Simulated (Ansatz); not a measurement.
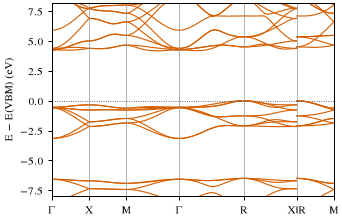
Fig. 1. Band structure from plane-wave PAW PBE (Ansatz code)

Task: Read off the gap and where the band edges lie.

Result: About 4.2 eV (4.18 eV by a search for the band edges); maximum at R, minimum on the M–Γ line, 58 % of the way from M.

Task: Which of these materials gives this?
(A) SiN2, Pa-3 (Si on 4a, N on 8c)
(B) C, Pn-3m (C on 2a, C on 8e)
(C) AlN, Pm-3n (Al on 6d, N on 6c)

Result: B, C, Pn-3m (C on 2a, C on 8e)

The start of the workflow was typed in or built on a structure type; neither database checked (COD, Materials Project) lists it. It is not the phase usual at ambient conditions (space group No. 194, 227). Symmetry was held in the PBE relaxation; whether a distortion lowers the energy is not shown.

Potentials: the earlier of the program's two PAW sets.
